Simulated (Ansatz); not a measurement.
# H₄N₂OSi (SMILES N#N.[SiH3]O): Born-Oppenheimer dynamics

Aim: follow the atoms for 40 steps of 0.25 fs with a Nosé-Hoover thermostat, with velocities drawn for 700 K.

Method: PBE0-D4/def2-SVP; program: Ansatz 0.2.0, Gaussian basis.

## Step 1: The system as given

The start, a pair relaxed at PBE0-D4: 8 atoms, charge 0, spin multiplicity 1.

Atoms are counted from 1 here; the program's logs count them from 0.

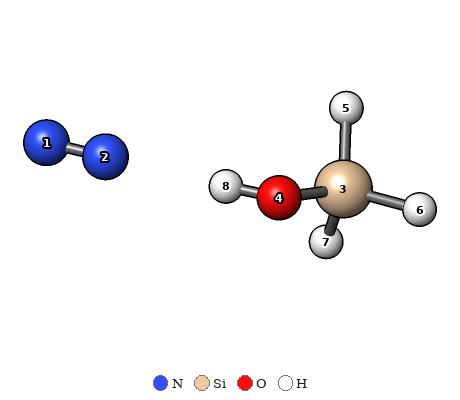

Start geometry, drawn with nitrogen blue, silicon light orange, oxygen red, hydrogen white; atoms are numbered from 1 in the order of the file.

Geometry (Å):

```mol
H4N2OSi
  3D, bonds by distance, orders not assigned

  8  6  0  0  0  0  0  0  0  0999 V2000
   -1.2756   -1.6779   -3.1145 N   0  0
   -0.7084   -1.3739   -2.2363 N   0  0
    0.2783    0.7882    1.1615 Si  0  0
    0.9505   -0.4769    0.3533 O   0  0
   -1.0941    0.4690    1.6452 H   0  0
    1.1634    1.0585    2.3178 H   0  0
    0.1850    2.0043    0.3063 H   0  0
    0.5009   -0.7913   -0.4334 H   0  0
  1  2  8  0
  3  4  8  0
  3  5  8  0
  3  6  8  0
  3  7  8  0
  4  8  8  0
M  END
```

## Step 2: Dynamics

The input, md/in.yaml:

```yaml
crystal:
  periodic: [false, false, false]
  atoms:
    - {symbol: N, position_ang: [-1.275647, -1.677949, -3.114450]}
    - {symbol: N, position_ang: [-0.708373, -1.373863, -2.236339]}
    - {symbol: Si, position_ang: [0.278326, 0.788180, 1.161543]}
    - {symbol: O, position_ang: [0.950518, -0.476890, 0.353330]}
    - {symbol: H, position_ang: [-1.094063, 0.468959, 1.645156]}
    - {symbol: H, position_ang: [1.163422, 1.058519, 2.317794]}
    - {symbol: H, position_ang: [0.185021, 2.004333, 0.306273]}
    - {symbol: H, position_ang: [0.500895, -0.791287, -0.433406]}
basis:
  gaussian: {orbitals: def2-SVP}
hamiltonian: {xc: pbe0, dispersion: d4}
md: {n_steps: 40, timestep: 0.25, temperature: 700, ensemble: nvt_nose_hoover, seed: 720, initial_velocities: maxwell_boltzmann}
```

Launch:

```bash
$ ansatz run in.yaml --threads 4 --pin off --events-out ev --progress --plain --max-ram 9574MiB
```

Output (excerpt; [...] marks lines left out):

```text
Functional definition: PBE0
  name "PBE0"
  cite "Adamo & Barone, J. Chem. Phys. 110, 6158 (1999) doi:10.1063/1.478522"
  cite "Perdew, Burke & Ernzerhof, Phys. Rev. Lett. 77, 3865 (1996) doi:10.1103/PhysRevLett.77.3865"
  parent pbe
[...]
850 factors; integrals over basis functions are off by at most 2.3e-4 eV
[...]
mean field -12955.38377995 eV, -476.1015724386 hartree, gradient 3.8e-5 eV, S^2 0.000000; 0 other end points of the search recorded, 0 dependent functions left out
[...]
reference -12955.38380325 eV, -476.1015732949 hartree; 20, 20 occupied and 60, 60 virtual orbitals, 850 factors
md step     0: t =     0.00 fs  T =   700.0 K  F+E_penalty+E_count = -12955.46235822 eV  E_kin = 0.542892 eV  conserved = -12954.91946622 eV  (24 SCF iters)
[...]
md step    10: t =     2.50 fs  T =   521.0 K  F+E_penalty+E_count = -12955.32330407 eV  E_kin = 0.404069 eV  conserved = -12954.91925059 eV  (24 SCF iters)
[...]
md step    20: t =     5.00 fs  T =   338.1 K  F+E_penalty+E_count = -12955.18126930 eV  E_kin = 0.262218 eV  conserved = -12954.91917388 eV  (25 SCF iters)
[...]
md step    30: t =     7.50 fs  T =   314.8 K  F+E_penalty+E_count = -12955.16308149 eV  E_kin = 0.244157 eV  conserved = -12954.91928733 eV  (23 SCF iters)
[...]
md step    39: t =     9.75 fs  T =   306.8 K  F+E_penalty+E_count = -12955.15640651 eV  E_kin = 0.237932 eV  conserved = -12954.91918978 eV  (21 SCF iters)
[...]
md step    40: t =    10.00 fs  T =   309.3 K  F+E_penalty+E_count = -12955.15827379 eV  E_kin = 0.239865 eV  conserved = -12954.91917054 eV  (26 SCF iters)
Total energy: -12955.15829746 eV, -476.0932861098 hartree
Atom 0 at    -1.315369    -1.655366    -3.104699 Å, force    -1.009361    -0.444594    -1.336883 eV/Å
Atom 1 at    -0.677587    -1.375967    -2.269958 Å, force     1.039187     0.469238     1.401191 eV/Å
Atom 2 at     0.266914     0.761408     1.131656 Å, force    -2.238666     3.397417     1.113546 eV/Å
Atom 3 at     0.976587    -0.453309     0.433664 Å, force     1.167320    -2.805889    -1.306027 eV/Å
Atom 4 at    -1.109590     0.618629     1.837311 Å, force     0.729842    -0.312650    -0.461753 eV/Å
Atom 5 at     1.260501     1.104167     2.125813 Å, force     0.368036     0.543180     0.753316 eV/Å
Atom 6 at     0.036455     1.908926     0.125783 Å, force     0.109097    -0.439899     0.447294 eV/Å
Atom 7 at     0.596281    -0.804120    -0.363762 Å, force    -0.165456    -0.406804    -0.610685 eV/Å
Dipole moment:    -0.197050    -0.168634    -0.331073 e Å
```

It took 28 s on 4 threads of Arm Neoverse V1, shared host.

## Step 3: The trajectory

Every 2 steps:

| time (fs) | T (K) | potential (meV) | potential + kinetic (meV) | Si3–H6 (Å) | Si3–H5 (Å) | Si3–O4 (Å) |
| --- | --- | --- | --- | --- | --- | --- |
| 0.00 | 700 | 0.0 | 0.0 | 1.481 | 1.490 | 1.645 |
| 0.50 | 687 | 10.2 | 0.0 | 1.495 | 1.479 | 1.635 |
| 1.00 | 659 | 32.1 | 0.1 | 1.509 | 1.469 | 1.625 |
| 1.50 | 619 | 63.2 | 0.1 | 1.522 | 1.461 | 1.616 |
| 2.00 | 571 | 100.0 | 0.2 | 1.534 | 1.454 | 1.607 |
| 2.50 | 521 | 139.1 | 0.2 | 1.544 | 1.451 | 1.599 |
| 3.00 | 472 | 177.0 | 0.3 | 1.552 | 1.449 | 1.591 |
| 3.50 | 428 | 211.6 | 0.3 | 1.557 | 1.451 | 1.583 |
| 4.00 | 390 | 240.9 | 0.4 | 1.560 | 1.454 | 1.576 |
| 4.50 | 360 | 264.2 | 0.4 | 1.560 | 1.460 | 1.570 |
| 5.00 | 338 | 281.1 | 0.4 | 1.557 | 1.468 | 1.565 |
| 5.50 | 324 | 291.9 | 0.4 | 1.552 | 1.478 | 1.561 |
| 6.00 | 317 | 297.6 | 0.5 | 1.545 | 1.488 | 1.558 |
| 6.50 | 314 | 299.5 | 0.5 | 1.535 | 1.500 | 1.555 |
| 7.00 | 314 | 299.5 | 0.5 | 1.524 | 1.511 | 1.554 |
| 7.50 | 315 | 299.3 | 0.5 | 1.511 | 1.521 | 1.554 |
| 8.00 | 314 | 300.1 | 0.6 | 1.497 | 1.531 | 1.556 |
| 8.50 | 311 | 302.2 | 0.7 | 1.483 | 1.539 | 1.558 |
| 9.00 | 308 | 305.0 | 0.8 | 1.470 | 1.546 | 1.561 |
| 9.50 | 306 | 306.5 | 0.9 | 1.458 | 1.551 | 1.565 |
| 10.00 | 309 | 304.1 | 1.1 | 1.447 | 1.553 | 1.570 |

Energies count from the start.

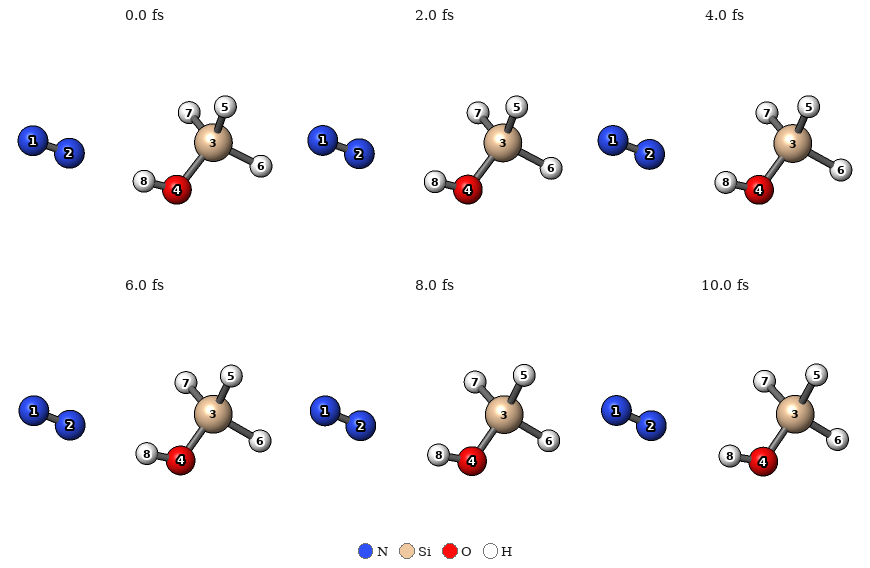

Six frames.

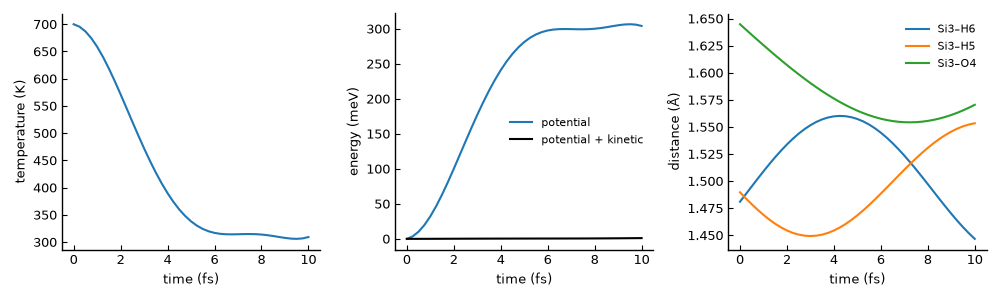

Temperature, energies and the distances followed.

Positions (Å) and forces (eV/Å) at 4.00 fs:

```xyz
8

N    -1.298   -1.672   -3.120    1.182    0.579    1.696
N    -0.690   -1.372   -2.241   -1.162   -0.557   -1.649
Si    0.274    0.766    1.140    0.465    2.639    2.510
O     0.954   -0.447    0.398    0.947   -2.707   -1.761
H    -1.052    0.570    1.704   -0.766   -0.396    0.333
H     1.275    1.070    2.297   -0.811   -0.013   -0.720
H     0.122    1.926    0.257    0.016    0.583   -0.373
H     0.527   -0.780   -0.398    0.128   -0.127   -0.037
```

Positions (Å) and forces (eV/Å) at 10.00 fs:

```xyz
8

N    -1.315   -1.655   -3.105   -1.009   -0.445   -1.337
N    -0.678   -1.376   -2.270    1.039    0.469    1.401
Si    0.267    0.761    1.132   -2.239    3.397    1.114
O     0.977   -0.453    0.434    1.167   -2.806   -1.306
H    -1.110    0.619    1.837    0.730   -0.313   -0.462
H     1.261    1.104    2.126    0.368    0.543    0.753
H     0.036    1.909    0.126    0.109   -0.440    0.447
H     0.596   -0.804   -0.364   -0.165   -0.407   -0.611
```

## Step 4: Summary of results

```
                                                 quantity              value
                                                   length  40 steps, 10.0 fs
                                 temperature at the start              700 K
                            mean temperature, second half              315 K
lowest and highest potential energy, from the first frame      0 and 307 meV
                    largest change of potential + kinetic            1.1 meV
```

In words: The thermostat trades energy with the molecule, so the sum of potential and kinetic energy isn't conserved: it changes by +1 meV over the run. The mean temperature of the second half is still well below the 700 K set. The instant temperature ranges from 306 to 700 K, as energy passes between motion and strain. The molecule keeps its bonds.
